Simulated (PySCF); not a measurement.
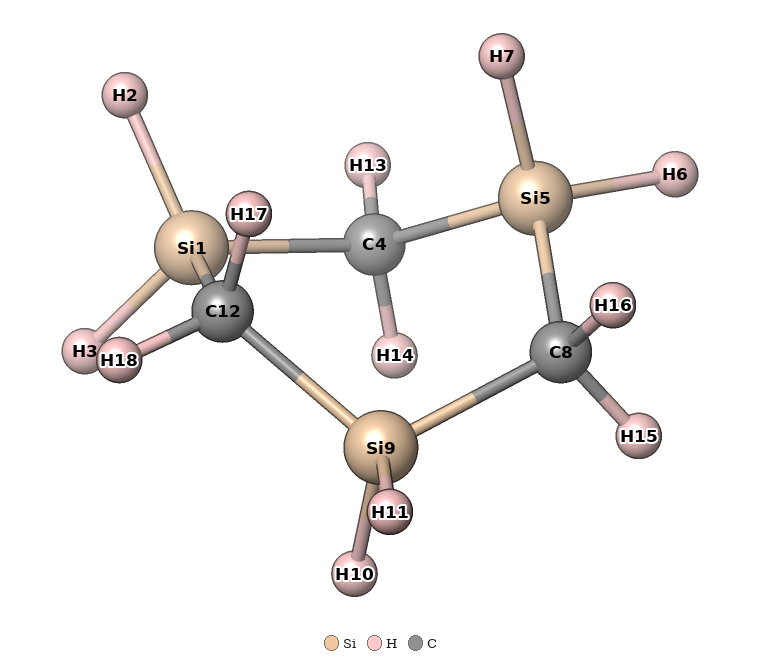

Distant atoms are faded towards the background colour. The computed structure is the end point of a PBE0-D3(BJ)/def2-SVP optimisation. No frequency run is at hand to confirm it as a minimum.

Q: What is the conformation of the ring Si1–C4–Si5–C8–Si9–C12?

A: It is a twist-boat (Cremer–Pople θ = 90°, folded into 0 to 90°). The Cremer–Pople amplitude Q is 0.96 Å.

Q: Give the torsion angles round the ring, beginning with the bond from its second to its third atom.

A: 65°, −31°, −30°, 65°, −32°, −32°.
